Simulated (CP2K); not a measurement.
# BNH4 (SMILES BN): BLYP-D3(BJ)/DZVP-MOLOPT-SR-GTH (core potential)

What is the energy change on altering one bond length of BNH4 at BLYP-D3(BJ)/DZVP-MOLOPT-SR-GTH (core potential)? 

Program for the calculation: CP2K 2026.2.

3 further runs of the same task are left out: 2 that didn't finish, 1 set aside as unsound or not needed.

**1. Starting point**

BNH4: 6 atoms, total charge 0, spin state singlet. As SMILES, `BN`. The shape is that of a PBE0-D4/def2-TZVP optimisation.

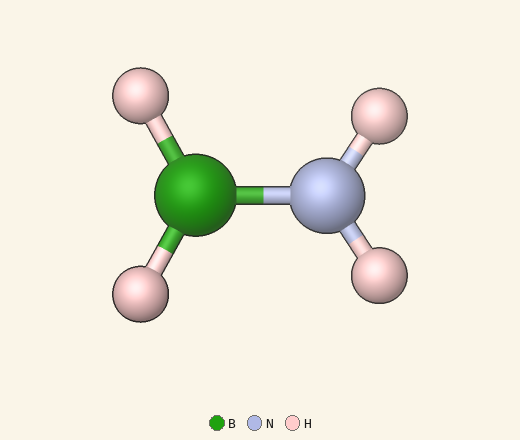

The structure, seen from a chosen angle (boron green, nitrogen light blue, hydrogen pink).

**2. A single-point energy at BLYP-D3(BJ)/DZVP-MOLOPT-SR-GTH (core potential)**

molecule.xyz reads:

```xyz
6

B     -0.128200    -0.679600    -0.025600
N      0.146100     0.677400     0.010800
H      0.225800    -1.368000     0.887500
H     -0.712000    -1.128700    -0.969200
H     -0.121600     1.313700    -0.720800
H      0.632000     1.121400     0.771300
```

job.inp reads:

```
&GLOBAL
    PROJECT job
    RUN_TYPE ENERGY
    PRINT_LEVEL MEDIUM
&END

&FORCE_EVAL
    METHOD QS
    &DFT
        BASIS_SET_FILE_NAME BASIS_MOLOPT
        POTENTIAL_FILE_NAME GTH_POTENTIALS
        &QS
            METHOD GPW
            EPS_DEFAULT 1.0E-10
        &END
        &MGRID
            CUTOFF 400
            REL_CUTOFF 50
            NGRIDS 4
        &END
        &POISSON
            PERIODIC NONE
            POISSON_SOLVER MULTIPOLE
        &END
        &SCF
            SCF_GUESS ATOMIC
            EPS_SCF 1.0E-06
            MAX_SCF 150
            ADDED_MOS 10
            &DIAGONALIZATION
                ALGORITHM STANDARD
            &END
            &MIXING
                METHOD DIRECT_P_MIXING
                ALPHA 0.4
            &END
        &END
        &XC
            &XC_FUNCTIONAL BLYP
            &END
            &VDW_POTENTIAL
                POTENTIAL_TYPE PAIR_POTENTIAL
                &PAIR_POTENTIAL
                    TYPE DFTD3(BJ)
                    PARAMETER_FILE_NAME dftd3.dat
                    REFERENCE_FUNCTIONAL BLYP
                    R_CUTOFF 15
                &END
            &END
        &END
        &PRINT
            &MOMENTS
                PERIODIC F
                REFERENCE COM
                MAX_MOMENT 1
            &END
            &MO ON
                ENERGIES T
                OCCUPATION_NUMBERS T
                NDIGITS 6
                &EACH
                    QS_SCF 0
                &END
                ADD_LAST NUMERIC
            &END
            &HIRSHFELD OFF
            &END
        &END
    &END
    &SUBSYS
        &CELL
            ABC 8.3 9.7 8.9
            PERIODIC NONE
        &END
        &TOPOLOGY
            COORD_FILE_NAME molecule.xyz
            COORD_FILE_FORMAT XYZ
            &CENTER_COORDINATES
            &END
        &END
        &KIND B
            BASIS_SET DZVP-MOLOPT-SR-GTH-q3
            POTENTIAL GTH-BLYP-q3
        &END
        &KIND N
            BASIS_SET DZVP-MOLOPT-SR-GTH-q5
            POTENTIAL GTH-BLYP-q5
        &END
        &KIND H
            BASIS_SET DZVP-MOLOPT-SR-GTH-q1
            POTENTIAL GTH-BLYP-q1
        &END
    &END
&END
```

Run with:

```bash
$ OMP_NUM_THREADS=1 cp2k.psmp -i job.inp > job.out 2>&1
```

Output:

```text
CP2K| version string:                                       CP2K version 2026.2
[...]
 GLOBAL| Method name                                                        CP2K
[...]
 GLOBAL| Run type                                                         ENERGY
[...]
 DFT| Spin restricted Kohn-Sham (RKS) calculation                            RKS
 DFT| Multiplicity                                                             1
[...]
 DFT| Charge                                                                   0
[...]
 FUNCTIONAL| BECKE88:
 FUNCTIONAL| LYP:
[...]
 QS| Method:                                                                 GPW
[...]
 QS| Density cutoff [a.u.]:                                                200.0
[...]
 QS| Relative density cutoff [a.u.]:                                        25.0
[...]
                             - Atoms:                                          6
[...]
                             - Spherical basis functions:                     46
[...]
 Number of electrons:                                                         12
[...]
     1 P_Mix/Diag. 0.40E+00    0.5     1.18327367       -14.5260366551 -1.45E+01
[...]
    14 DIIS/Diag.  0.12E-05    0.6     0.00000096       -15.1399127169  3.55E-13
  *** SCF run converged in    14 steps ***
[...]
  Overlap energy of the core charge distribution:               0.00000556180165
  Self energy of the core charge distribution:                -36.56014741653938
  Core Hamiltonian energy:                                     11.49677892111714
  Hartree energy:                                              14.93998957686347
  Exchange-correlation energy:                                 -5.01207381219273
  Dispersion energy:                                           -0.00446554798177
  Total energy:                                               -15.13991271693161
[...]
                     Mulliken Population Analysis
 #  Atom  Element  Kind  Atomic population                           Net charge
       1     B        1          3.245838                             -0.245838
       2     N        2          5.072316                             -0.072316
       3     H        3          0.942164                              0.057836
       4     H        3          0.942146                              0.057854
       5     H        3          0.898790                              0.101210
       6     H        3          0.898748                              0.101252
 # Total charge                             12.000000                 -0.000000
[...]
  Dipole moment [Debye]
    X=  0.3717197E+00 Y=  0.1838006E+01 Z=  0.4827623E-01  Total=      1.8758389
 ENERGY| Total FORCE_EVAL ( QS ) energy [hartree]            -15.139912716931613
[...]
```

Run time: 9 s. Hardware: 1 thread of Arm Neoverse V1, shared host; peak memory 0.61 GiB.

**3. The distorted shape, same level**

run.inp reads:

```
&GLOBAL
 PROJECT run
 RUN_TYPE ENERGY
 PRINT_LEVEL MEDIUM
&END GLOBAL

&FORCE_EVAL
 METHOD QUICKSTEP
 &DFT
  BASIS_SET_FILE_NAME BASIS_MOLOPT
  POTENTIAL_FILE_NAME GTH_POTENTIALS
  # Quickstep
  &QS
   METHOD GPW
   EPS_DEFAULT 1.0E-10
  &END QS
  # plane-wave cutoff in Ry
  &MGRID
   CUTOFF 400
   REL_CUTOFF 50
   NGRIDS 4
  &END MGRID
  &POISSON
   PERIODIC NONE
   POISSON_SOLVER MULTIPOLE
  &END POISSON
  # self-consistent field
  &SCF
   SCF_GUESS ATOMIC
   EPS_SCF 1.0E-06
   MAX_SCF 40
   &OT
    MINIMIZER DIIS
    PRECONDITIONER FULL_SINGLE_INVERSE
   &END OT
   &OUTER_SCF
    EPS_SCF 1.0E-06
    MAX_SCF 10
   &END OUTER_SCF
  &END SCF
  &XC
   &XC_FUNCTIONAL BLYP
   &END XC_FUNCTIONAL
   &VDW_POTENTIAL
    POTENTIAL_TYPE PAIR_POTENTIAL
    &PAIR_POTENTIAL
     TYPE DFTD3(BJ)
     PARAMETER_FILE_NAME dftd3.dat
     REFERENCE_FUNCTIONAL BLYP
     R_CUTOFF 15
    &END PAIR_POTENTIAL
   &END VDW_POTENTIAL
  &END XC
  # extra output
  &PRINT
   &MOMENTS
    PERIODIC F
    REFERENCE COM
    MAX_MOMENT 1
   &END MOMENTS
   &MO_CUBES
    NLUMO 3
    NHOMO -1
    WRITE_CUBE F
   &END MO_CUBES
   &HIRSHFELD OFF
   &END HIRSHFELD
  &END PRINT
 &END DFT
 # atoms, cell and kinds
 &SUBSYS
  # box in angstrom
  &CELL
   ABC 8.4 9.9 8.9
   PERIODIC NONE
  &END CELL
  &COORD
   B      4.091224     4.195756     4.465250
   N      4.406676     5.756344     4.507111
   H      4.445224     3.507356     5.378350
   H      3.507424     3.746657     3.521650
   H      4.138976     6.392644     3.775511
   H      4.892576     6.200344     5.267611
  &END COORD
  &KIND B
   BASIS_SET DZVP-MOLOPT-SR-GTH-q3
   POTENTIAL GTH-BLYP-q3
  &END KIND
  &KIND N
   BASIS_SET DZVP-MOLOPT-SR-GTH-q5
   POTENTIAL GTH-BLYP-q5
  &END KIND
  &KIND H
   BASIS_SET DZVP-MOLOPT-SR-GTH-q1
   POTENTIAL GTH-BLYP-q1
  &END KIND
 &END SUBSYS
&END FORCE_EVAL
```

Run with:

```bash
$ OMP_NUM_THREADS=1 cp2k.psmp -i run.inp -o run.out
```

Output, shortened:

```text
CP2K| version string:                                       CP2K version 2026.2
[...]
 GLOBAL| Method name                                                        CP2K
[...]
 GLOBAL| Run type                                                         ENERGY
[...]
 DFT| Spin restricted Kohn-Sham (RKS) calculation                            RKS
 DFT| Multiplicity                                                             1
[...]
 DFT| Charge                                                                   0
[...]
 FUNCTIONAL| BECKE88:
 FUNCTIONAL| LYP:
[...]
 QS| Method:                                                                 GPW
[...]
 QS| Density cutoff [a.u.]:                                                200.0
[...]
 QS| Relative density cutoff [a.u.]:                                        25.0
[...]
                             - Atoms:                                          6
[...]
                             - Spherical basis functions:                     46
[...]
 Number of electrons:                                                         12
[...]
     1 OT DIIS     0.80E-01    0.6     0.24799246       -13.8389540219 -1.38E+01
[...]
    19 OT DIIS     0.80E-01    0.6     0.00000067       -15.1212679520 -3.97E-11
  *** SCF run converged in    19 steps ***
[...]
  Overlap energy of the core charge distribution:               0.00000395427219
  Self energy of the core charge distribution:                -36.56014741653938
  Core Hamiltonian energy:                                     11.22878635418410
  Hartree energy:                                              15.14764693256589
  Exchange-correlation energy:                                 -4.93321707523145
  Dispersion energy:                                           -0.00434070123223
  Total energy:                                               -15.12126795198087
[...]
                     Mulliken Population Analysis
 #  Atom  Element  Kind  Atomic population                           Net charge
       1     B        1          3.074285                             -0.074285
       2     N        2          5.260349                             -0.260349
       3     H        3          0.938008                              0.061992
[...]
  Dipole moment [Debye]
    X=  0.2402539E+00 Y=  0.1192935E+01 Z=  0.3142353E-01  Total=      1.2172933
[...]
 HOMO - LUMO gap [eV] :    5.119451
 ENERGY| Total FORCE_EVAL ( QS ) energy [hartree]            -15.121267951980874
[...]
```

It took 13 s on 1 thread of Arm Neoverse V1, shared host; peak memory 0.64 GiB.

**4. Results**

At BLYP-D3(BJ)/DZVP-MOLOPT-SR-GTH (core potential):

```
                                                         quantity          value
                                        first shape: total energy   -15.13991 Eh
                                       first shape: dipole moment         1.88 D
                                         first shape: HOMO energy       -7.07 eV
                                         first shape: LUMO energy       -0.38 eV
                                       first shape: HOMO–LUMO gap        6.68 eV
                                   first shape: dispersion energy  -11.72 kJ/mol
                                    distorted shape: total energy   -15.12127 Eh
                                   distorted shape: dipole moment         1.22 D
                                     distorted shape: HOMO energy       -6.34 eV
                                     distorted shape: LUMO energy       -1.22 eV
                                   distorted shape: HOMO–LUMO gap        5.12 eV
                               distorted shape: dispersion energy  -11.40 kJ/mol
energy change with the B1–N2 bond stretched from 1.385 to 1.593 Å       0.507 eV
```

With the B1–N2 bond stretched from 1.385 to 1.593 Å the energy rises by 0.51 eV (11.7 kcal/mol). The first shape isn't relaxed at this level, so the change isn't measured from a minimum.
